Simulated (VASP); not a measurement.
**A VASP study of TaTeS (BLYP): structure first, properties next**

Wanted: the relaxed cell of TaTeS and its properties. The steps: relaxing cell and atoms (BLYP), second relaxation, density, ELF and potential (BLYP), bands along the symmetry lines (BLYP), density of states (BLYP), elastic tensor by finite strains (BLYP), volume scan with BLYP and fit for BLYP. The cell is invented: it takes the structure of a Materials Project entry for TaSeS (space group 156 there), with some of its atoms replaced by other elements, volume scaled by an estimate. It may not be a known or stable phase.

Method: BLYP; plane waves and PAW (Ta_pv, Te, S); invented cell, in VASP 6.6.1.

## 1. Starting point

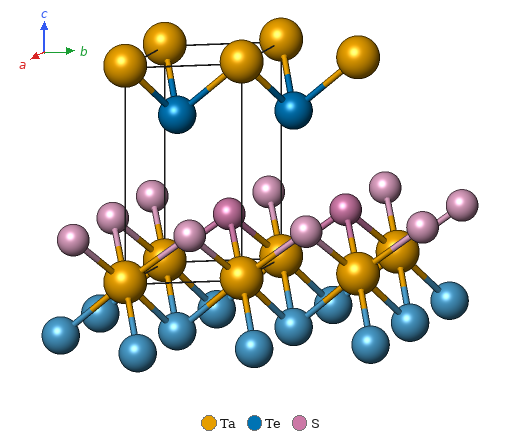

Start, viewed slightly off an axis; tantalum orange, tellurium blue, sulfur pink. 1×2×1 cells are drawn. Some periodic images of atoms are drawn too.

## 2. Relaxing cell and atoms (BLYP)

Properties are meant for the cell that this level of theory prefers, so cell and atoms are relaxed first (ISIF = 3) until forces and stress are small; EDIFFG sets the threshold. BLYP comes from molecular chemistry and underbinds dense solids.

INCAR reads:

```
SYSTEM = TaTeS
PREC = Accurate
ENCUT = 400
EDIFF = 1E-06
NELM = 100
ISMEAR = -1
SIGMA = 0.05
LREAL = .FALSE.
ALGO = Normal
GGA = B5
ALDAX = 1
AGGAX = 1
AGGAC = 1
ALDAC = 0
NBANDS = 17
LORBIT = 11
LWAVE = .FALSE.
LCHARG = .FALSE.
IBRION = 2
NSW = 60
ISIF = 3
EDIFFG = -0.01
```

POSCAR reads:

```
TaTeS
1.0
    3.5729720000      0.0000000000      0.0000000000
   -1.7864860000      3.0942840000      0.0000000000
    0.0000000000      0.0000000000      6.6602550000
Ta Te S
1 1 1
Direct
    0.0000000000      0.0000000000      0.0105970000
    0.6666666700      0.3333333300      0.7439080000
    0.3333333300      0.6666666700      0.2454950000
```

KPOINTS reads:

```
Automatic mesh
0
Gamma
9 9 4
0 0 0
```

PAW data sets: Ta_pv, Te and S (PBE family, release 64).

Launch:

```
$ mpirun -np 1 vasp_std
```

What it wrote:

```text
[banner, memory and clock lines left out]
running    1 mpi-ranks, on    1 nodes
[...]
|                                                                             |
|               ----> ADVICE to this user running VASP <----                  |
|                                                                             |
|     You enforced a specific xc type in the INCAR file but a different       |
|     [... a line on the potential file left out ...]
|     I HOPE YOU KNOW WHAT YOU ARE DOING!                                     |
|                                                                             |

 LDA part: xc-table for (Slater(with rela. corr.)+VWN5), standard interpolation
 POSCAR, INCAR and KPOINTS ok, starting setup
[...]
entering main loop
       N       E                     dE             d eps       ncg     rms          rms(c)
DAV:   1     0.122206839750E+03    0.12221E+03   -0.98009E+03  1486   0.961E+02
DAV:   2    -0.141119460758E+02   -0.13632E+03   -0.13412E+03  1939   0.247E+02
DAV:   3    -0.195670725083E+02   -0.54551E+01   -0.53970E+01  1902   0.484E+01
DAV:   4    -0.196421823608E+02   -0.75110E-01   -0.75019E-01  2146   0.597E+00
[...]
DAV:  12    -0.181784633663E+02   -0.24944E-04   -0.56624E-05  1706   0.524E-02    0.174E-02
DAV:  13    -0.181784631843E+02    0.18197E-06   -0.10749E-05  1733   0.225E-02    0.111E-02
DAV:  14    -0.181784633957E+02   -0.21133E-06   -0.12246E-06   859   0.726E-03
   1 F= -.18178463E+02 E0= -.18169125E+02  d E =-.181785E+02
[... from here on, the cycles between the ionic steps are left out ...]
   2 F= -.18288977E+02 E0= -.18277283E+02  d E =-.110514E+00
   6 F= -.18458629E+02 E0= -.18447874E+02  d E =-.663879E-02
  11 F= -.18491754E+02 E0= -.18480393E+02  d E =-.261142E-01
  16 F= -.18504422E+02 E0= -.18493314E+02  d E =-.189494E-02
  21 F= -.18506234E+02 E0= -.18494661E+02  d E =-.204308E-03
  26 F= -.18506654E+02 E0= -.18495204E+02  d E =-.951892E-04
  31 F= -.18506997E+02 E0= -.18495644E+02  d E =-.158651E-03
  36 F= -.18507244E+02 E0= -.18495655E+02  d E =-.236145E-03
  41 F= -.18507300E+02 E0= -.18495711E+02  d E =-.522731E-04
  46 F= -.18507429E+02 E0= -.18495926E+02  d E =-.111633E-03
  51 F= -.18507656E+02 E0= -.18496253E+02  d E =-.102376E-03
  56 F= -.18507834E+02 E0= -.18496280E+02  d E =-.141842E-03
  59 F= -.18507853E+02 E0= -.18496226E+02  d E =-.197295E-04
  60 F= -.18507855E+02 E0= -.18496234E+02  d E =-.210049E-04
[...]
opt :   0.6283  next Energy=   -18.507856 (dE=-0.221E-04)
```

The job ended after 11 min (1 MPI rank of Intel Xeon 6975P-C (Granite Rapids), shared host; peak memory 0.21 GiB).

The logs omit lines about the potential files and the build; timing stands in the text.

OUTCAR, selected parts (step 2):

```text
 k-point     1 :       0.0000    0.0000    0.0000
  band No.  band energies     occupation
    ...
      7       0.4531      2.00000
      8       0.4531      2.00000
      9       1.9093      2.00000
     10       4.1425      1.21925
     11       4.1425      1.21924
     12       4.3714      0.03155
     13       4.3714      0.03155
     14       4.6372      0.00016
     15       7.5558      0.00000
     16       7.8337      0.00000
    ...

  Total       -0.0420804     -0.0420803      0.0144514     -0.0000000      0.0000000      0.0000000
  in kB       -0.7452754     -0.7452751      0.2559460     -0.0000000      0.0000000      0.0000000
  external PRESSURE =      -0.4115348 kB  Pullay stress =       0.0000000 kB

 POSITION                                       TOTAL-FORCE (eV/Angst)
 -----------------------------------------------------------------------------------
     -0.00000      0.00000      0.18522        -0.000000      0.000000      0.019256
      1.82829      1.05557      6.06848         0.000000     -0.000000     -0.009329
     -0.00000      2.11113      1.55881         0.000000     -0.000000     -0.009927
 -----------------------------------------------------------------------------------
    total drift:                                0.000004     -0.000000     -0.000149

  FREE ENERGIE OF THE ION-ELECTRON SYSTEM (eV)
  ---------------------------------------------------
  free  energy   TOTEN  =       -18.5078546341 eV

  energy  without entropy=      -18.4846138565  energy(sigma->0) =      -18.49623425

[... 19 further parts left out ...]
[key lines of the parts left out:]
E-fermi :   4.1648
```

CONTCAR:

```
TaTeS
   1.00000000000000
     3.6565898174879785   -0.0000000000000001    0.0000000000000003
    -1.8282949087439893    3.1666991194011960   -0.0000000000000003
    -0.0000000000000001    0.0000000000000000    7.8125031665241034
  Ta              Te              S
     1     1     1
Direct
     0.0000000000000000    0.0000000000000000    0.0237078948873633
     0.6666666699999979    0.3333333300000021    0.7767648062376835
     0.3333333300000021    0.6666666699999979    0.1995272988749464
```

The relaxation used up its NSW steps before forces and stress met EDIFFG.

## 3. Second relaxation

A relaxation keeps the plane waves of the cell it began with, so it is repeated from the new cell, on a basis made for it. The mesh changes with the cell too.

INCAR is that of step 2.

POSCAR reads:

```
TaTeS
1.0
    3.6565898175      0.0000000000      0.0000000000
   -1.8282949087      3.1666991194      0.0000000000
    0.0000000000      0.0000000000      7.8125031665
Ta Te S
1 1 1
Direct
    0.0000000000      0.0000000000      0.0237078949
    0.6666666700      0.3333333300      0.7767648062
    0.3333333300      0.6666666700      0.1995272989
```

KPOINTS reads:

```
Automatic mesh
0
Gamma
8 8 4
0 0 0
```

Launch:

```
$ mpirun -np 1 vasp_std
```

What it wrote:

```text
[banner, memory and clock lines left out]
running    1 mpi-ranks, on    1 nodes
 distrk:  each k-point on    1 cores,    1 groups
 distr:  one band on    1 cores,    1 groups

 POSCAR found type information on POSCAR TaTeS
 POSCAR found :  3 types and       3 ions
 [... a notice as in an earlier step ...]

 LDA part: xc-table for (Slater(with rela. corr.)+VWN5), standard interpolation
 POSCAR, INCAR and KPOINTS ok, starting setup
 FFT: planning ... GRIDC
 FFT: planning ... GRID_SOFT
 FFT: planning ... GRID
 WAVECAR not read
 entering main loop
       N       E                     dE             d eps       ncg     rms          rms(c)
DAV:   1     0.112005602887E+03    0.11201E+03   -0.93866E+03  1278   0.941E+02
DAV:   2    -0.135112088992E+02   -0.12552E+03   -0.12336E+03  1490   0.230E+02
DAV:   3    -0.199733863484E+02   -0.64622E+01   -0.63491E+01  1624   0.496E+01
DAV:   4    -0.200882321898E+02   -0.11485E+00   -0.11472E+00  1864   0.681E+00
DAV:   5    -0.200888684154E+02   -0.63623E-03   -0.63604E-03  1619   0.497E-01    0.140E+01
DAV:   6    -0.186888340821E+02    0.14000E+01   -0.87478E+00  1406   0.159E+01    0.809E+00
DAV:   7    -0.185391053390E+02    0.14973E+00   -0.16759E+00  1404   0.581E+00    0.416E+00
DAV:   8    -0.185091847553E+02    0.29921E-01   -0.20782E-01  1460   0.279E+00    0.904E-01
DAV:   9    -0.185087530558E+02    0.43170E-03   -0.87061E-03  1530   0.659E-01    0.365E-01
DAV:  10    -0.185086644785E+02    0.88577E-04   -0.14625E-03  1436   0.257E-01    0.143E-01
DAV:  11    -0.185086940978E+02   -0.29619E-04   -0.27214E-04  1590   0.974E-02    0.542E-02
DAV:  12    -0.185087100897E+02   -0.15992E-04   -0.61569E-05  1489   0.507E-02    0.237E-02
DAV:  13    -0.185087103938E+02   -0.30406E-06   -0.63864E-06  1363   0.190E-02
   1 F= -.18508710E+02 E0= -.18493966E+02  d E =-.185087E+02
 curvature:   0.00 expect dE= 0.000E+00 dE for cont linesearch  0.000E+00
 trial: gam= 0.00000 g(F)=  0.999E-03 g(S)=  0.215E-03 ort = 0.000E+00 (trialstep = 0.100E+01)
 search vector abs. value=  0.121E-02
 bond charge predicted
       N       E                     dE             d eps       ncg     rms          rms(c)
DAV:   1    -0.185086693467E+02    0.40743E-04   -0.13920E-01  1194   0.312E+00    0.166E-01
DAV:   2    -0.185093715093E+02   -0.70216E-03   -0.15154E-02  1228   0.914E-01    0.933E-02
DAV:   3    -0.185092951793E+02    0.76330E-04   -0.56238E-04  1535   0.172E-01    0.391E-02
DAV:   4    -0.185092535694E+02    0.41610E-04   -0.11728E-04  1501   0.615E-02    0.188E-02
DAV:   5    -0.185092500913E+02    0.34781E-05   -0.19844E-05  1559   0.247E-02    0.117E-02
DAV:   6    -0.185092494025E+02    0.68888E-06   -0.14900E-06   775   0.774E-03
   2 F= -.18509249E+02 E0= -.18494829E+02  d E =-.539009E-03
[... from here on, the cycles between the ionic steps are left out ...]
   3 F= -.18509255E+02 E0= -.18494810E+02  d E =-.544278E-03
   4 F= -.18509254E+02 E0= -.18494803E+02  d E =-.543933E-03
   5 F= -.18509279E+02 E0= -.18494842E+02  d E =-.244542E-04
   6 F= -.18509280E+02 E0= -.18494848E+02  d E =-.260572E-04
   7 F= -.18509295E+02 E0= -.18494865E+02  d E =-.144035E-04
   8 F= -.18509336E+02 E0= -.18494913E+02  d E =-.555992E-04
   9 F= -.18509411E+02 E0= -.18495003E+02  d E =-.130920E-03
  10 F= -.18509535E+02 E0= -.18495160E+02  d E =-.254820E-03
  11 F= -.18509663E+02 E0= -.18495349E+02  d E =-.382414E-03
  12 F= -.18509699E+02 E0= -.18495379E+02  d E =-.361718E-04
  13 F= -.18509796E+02 E0= -.18495458E+02  d E =-.133634E-03
  14 F= -.18509939E+02 E0= -.18495567E+02  d E =-.276187E-03
  15 F= -.18510036E+02 E0= -.18495595E+02  d E =-.373626E-03
  16 F= -.18510079E+02 E0= -.18495628E+02  d E =-.426164E-04
  17 F= -.18510229E+02 E0= -.18495748E+02  d E =-.192760E-03
  18 F= -.18510455E+02 E0= -.18495917E+02  d E =-.418745E-03
  19 F= -.18510875E+02 E0= -.18496220E+02  d E =-.838173E-03
  20 F= -.18511527E+02 E0= -.18496641E+02  d E =-.149097E-02
  21 F= -.18512048E+02 E0= -.18496689E+02  d E =-.201164E-02
  22 F= -.18512720E+02 E0= -.18497421E+02  d E =-.672073E-03
  23 F= -.18512916E+02 E0= -.18497683E+02  d E =-.867686E-03
  24 F= -.18513217E+02 E0= -.18498110E+02  d E =-.301631E-03
  25 F= -.18513383E+02 E0= -.18498451E+02  d E =-.467384E-03
  26 F= -.18513378E+02 E0= -.18498480E+02  d E =-.462073E-03
  27 F= -.18513382E+02 E0= -.18498468E+02  d E =-.466437E-03
  28 F= -.18513383E+02 E0= -.18498459E+02  d E =-.467317E-03
  29 F= -.18513476E+02 E0= -.18498541E+02  d E =-.927641E-04
  30 F= -.18513448E+02 E0= -.18498497E+02  d E =-.646887E-04
  31 F= -.18513511E+02 E0= -.18498572E+02  d E =-.127841E-03
  32 F= -.18513509E+02 E0= -.18498571E+02  d E =-.125741E-03
 curvature:  -0.84 expect dE=-0.491E-04 dE for cont linesearch -0.451E-07
 trial: gam= 0.16412 g(F)=  0.107E-04 g(S)=  0.478E-04 ort = 0.530E-05 (trialstep = 0.630E+00)
 search vector abs. value=  0.743E-04
 bond charge predicted
       N       E                     dE             d eps       ncg     rms          rms(c)
DAV:   1    -0.185135755293E+02   -0.66668E-04   -0.32204E-03  1224   0.493E-01    0.697E-02
DAV:   2    -0.185135375827E+02    0.37947E-04   -0.23040E-04  1223   0.114E-01    0.228E-02
DAV:   3    -0.185135247201E+02    0.12863E-04   -0.42583E-05  1433   0.363E-02    0.110E-02
DAV:   4    -0.185135235903E+02    0.11298E-05   -0.64596E-06  1489   0.158E-02    0.616E-03
DAV:   5    -0.185135234847E+02    0.10562E-06   -0.70360E-07   615   0.581E-03
  33 F= -.18513523E+02 E0= -.18498590E+02  d E =-.146741E-04
 trial-energy change:   -0.000015  1 .order   -0.000017   -0.000037    0.000002
 step:   0.5905(harm=  0.5905)  dis= 0.00051  next Energy=   -18.513526 (dE=-0.175E-04)
 reached required accuracy - stopping structural energy minimisation
```

The job ended after 6.7 min (1 MPI rank; peak memory 0.2 GiB).

OUTCAR, selected parts (step 3):

```text
  LATTYP: Found a hexagonal cell.
 ALAT       =     3.6565898175
 C/A-ratio  =     2.1365544281

The static configuration has the point symmetry C_3v.

 Found     35 irreducible k-points:

   k-points           NKPTS =     35   k-points in BZ     NKDIM =     35   number of bands    NBANDS=     17

   dimension x,y,z NGX =    24 NGY =   24 NGZ =   54
   dimension x,y,z NGXF=    48 NGYF=   48 NGZF=  108

   ENCUT  =  400.0 eV  29.40 Ry    5.42 a.u.   5.96  5.96 12.74*2*pi/ulx,y,z

   NELECT =      23.0000    total number of electrons

 E-fermi :   3.2789

 k-point     1 :       0.0000    0.0000    0.0000
  band No.  band energies     occupation
    ...
      7      -0.4755      2.00000
      8      -0.4755      2.00000
      9       0.8080      2.00000
     10       3.2448      1.32835
     11       3.2448      1.32834
     12       3.4849      0.03198
     13       3.4849      0.03198
     14       3.8107      0.00005
     15       6.5332      0.00000
     16       6.9523      0.00000
    ...

 k-point     2 :       0.1250    0.0000    0.0000
  band No.  band energies     occupation
    ...
      7      -0.8682      2.00000
      8      -0.4197      2.00000
      9       1.0993      2.00000
     10       1.9117      2.00000
     11       2.5690      2.00000
     12       3.3689      0.28405
     13       4.1661      0.00000
     14       4.3011      0.00000
     15       6.2639      0.00000
     16       6.8072      0.00000
    ...

  Total       -0.0029057     -0.0029057      0.0130292     -0.0000000     -0.0000000      0.0000000
  in kB       -0.0460210     -0.0460210      0.2063601     -0.0000000     -0.0000000      0.0000000
  external PRESSURE =       0.0381061 kB  Pullay stress =       0.0000000 kB

  energy-cutoff  :      400.00
  volume of cell :      101.16
      direct lattice vectors                 reciprocal lattice vectors
     3.655389673 -0.000000000  0.000000000     0.273568645  0.157944958 -0.000000000
    -1.827694837  3.165659765 -0.000000000     0.000000000  0.315889917  0.000000000
     0.000000000 -0.000000000  8.741895716    -0.000000000  0.000000000  0.114391664

 POSITION                                       TOTAL-FORCE (eV/Angst)
 -----------------------------------------------------------------------------------
      0.00000     -0.00000      0.19113         0.000000     -0.000000      0.001216
      1.82769      1.05522      6.99532        -0.000000      0.000000     -0.006427
     -0.00000      2.11044      1.55545         0.000000     -0.000000      0.005211
 -----------------------------------------------------------------------------------
    total drift:                                0.000004     -0.000000     -0.000374

  FREE ENERGIE OF THE ION-ELECTRON SYSTEM (eV)
  ---------------------------------------------------
  free  energy   TOTEN  =       -18.5135234847 eV

  energy  without entropy=      -18.4836572852  energy(sigma->0) =      -18.49859038

 reached required accuracy - stopping structural energy minimisation

 total charge
# of ion       s       p       d       tot
------------------------------------------
    1        0.280   6.139   2.260   8.680
    2        1.400   2.001   0.046   3.447
    3        1.353   2.383   0.000   3.736
--------------------------------------------------
tot          3.033  10.523   2.305  15.862

[... 1 part as in an earlier step ...]

[... 7 further parts left out ...]
```

This run has no spin polarisation. Its electron count is odd, so without a moment it is a metal by construction. The k-mesh is coarse for a metal. The bonds form layers, held to each other by dispersion, which BLYP lacks, so the spacing between them is unreliable. The PAW data sets were made with PBE, which is usual practice but a small mismatch for other functionals. After so large a change of volume the plane waves of the start cell no longer fit, so the final stress carries a basis-set error. The run keeps the 6 symmetry operations of its start, so it cannot find a distortion of lower symmetry.

Step by step (22 of 33):

| step | energy less that of the first step (eV) | largest force (eV/Å) | pressure (GPa) | volume (Å³) |
| --- | --- | --- | --- | --- |
| 1 | 0.0000 | 0.1173 | 0.00 | 90.46 |
| 3 | -0.0005 | 0.0199 | -0.02 | 90.46 |
| 4 | -0.0005 | 0.0186 | -0.01 | 90.46 |
| 6 | -0.0006 | 0.0033 | 0.06 | 90.42 |
| 7 | -0.0006 | 0.0037 | 0.07 | 90.43 |
| 9 | -0.0007 | 0.0061 | 0.09 | 90.56 |
| 10 | -0.0008 | 0.0095 | 0.10 | 90.73 |
| 12 | -0.0010 | 0.0206 | 0.12 | 91.13 |
| 13 | -0.0011 | 0.0292 | 0.09 | 91.29 |
| 15 | -0.0013 | 0.0810 | -0.18 | 92.25 |
| 16 | -0.0014 | 0.0807 | -0.18 | 92.32 |
| 18 | -0.0017 | 0.0843 | -0.21 | 92.94 |
| 19 | -0.0022 | 0.0875 | -0.25 | 93.76 |
| 21 | -0.0033 | 0.0793 | -0.33 | 98.73 |
| 22 | -0.0040 | 0.0596 | -0.13 | 99.38 |
| 24 | -0.0045 | 0.0395 | 0.06 | 100.46 |
| 25 | -0.0047 | 0.0460 | 0.02 | 101.05 |
| 27 | -0.0047 | 0.0511 | 0.01 | 101.10 |
| 28 | -0.0047 | 0.0482 | 0.01 | 101.07 |
| 30 | -0.0047 | 0.0382 | -0.10 | 101.40 |
| 31 | -0.0048 | 0.0110 | -0.07 | 101.28 |
| 33 | -0.0048 | 0.0064 | 0.00 | 101.16 |

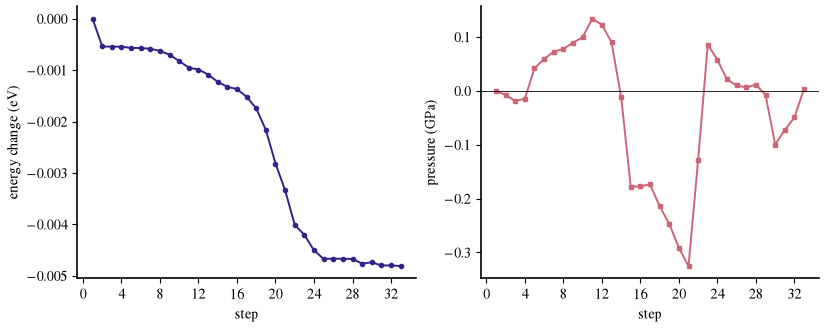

Energy and pressure along the relaxation.

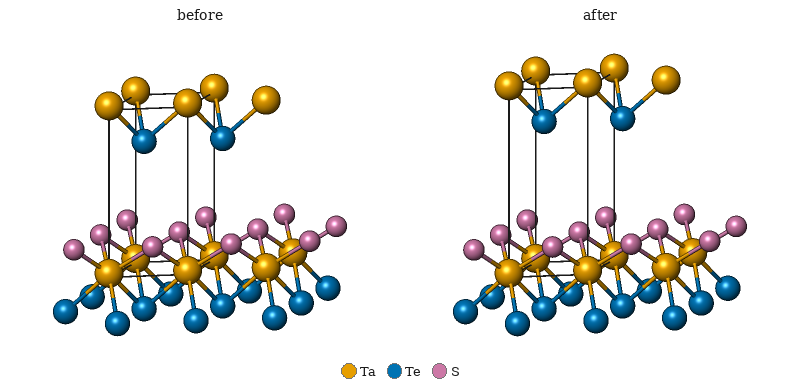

The structure before and after the relaxation, drawn at the same scale.

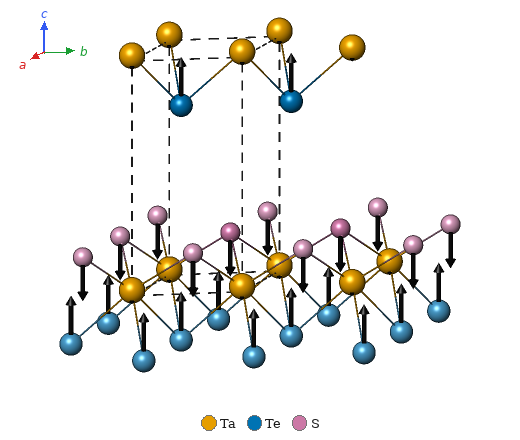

Displacements in the relaxation, exaggerated, measured against the changing cell; the longest in the cell stands for 0.20 Å. 1×2×1 cells are drawn. Some periodic images of atoms are drawn too.

| conventional cell, symmetrised | before | after | change |
| --- | --- | --- | --- |
| a (Å) | 3.657 | 3.655 | -0.0 % |
| b (Å) | 3.657 | 3.655 | -0.0 % |
| c (Å) | 7.813 | 8.742 | +11.9 % |
| volume (Å³/atom) | 30.15 | 33.72 | +11.8 % |

The atoms that moved most (Å, as changes of fractional coordinates times the final cell):

| atom | dx | dy | dz | length |
| --- | --- | --- | --- | --- |
| Te2 | 0.000 | 0.000 | 0.205 | 0.205 |
| S3 | 0.000 | 0.000 | -0.189 | 0.189 |
| Ta1 | 0.000 | 0.000 | -0.016 | 0.016 |

The relaxed structure:

```
Ta Te S
1.0
     3.65539    0.00000    0.00000
    -1.82769    3.16566    0.00000
     0.00000    0.00000    8.74190
Ta Te S
1 1 1
Direct
  0.00000 0.00000 0.02186
  0.66667 0.33333 0.80021
  0.33333 0.66667 0.17793
```

Numbers from this step:

* electrons: 23
* bands: 17
* irreducible k-points: 35
* symmetry operations: 6
* free energy (TOTEN): -18.51 eV
* energy at zero smearing: -18.50 eV
* Fermi energy: 3.279 eV
* pressure: 0.003811 GPa
* metallic: yes
* SCF cycles over all ionic steps: 207

It ends with a largest force of 0.006 eV/Å and a pressure of 0.00 GPa.

[end of part 1 of 4]

[Lines on the potential files, build, host, timing and source positions are cut from VASP's logs without a mark.]

[Logs are printed without paths, hosts, clocks, repeated set-up lines and the standing remarks that a program may print on its own settings, such as how far it seeks lower states.]

[Hosts, paths, dates, database ids (printed as entryN), source tags and the programs' standing remarks are cut or masked in the printed files.]

[A measured line is paired with the nearest computed mode of its activity, which favours agreement.]

[In band tables of VASP the shares of atoms and orbitals are scaled to a sum of 1 inside the atoms' spheres.]
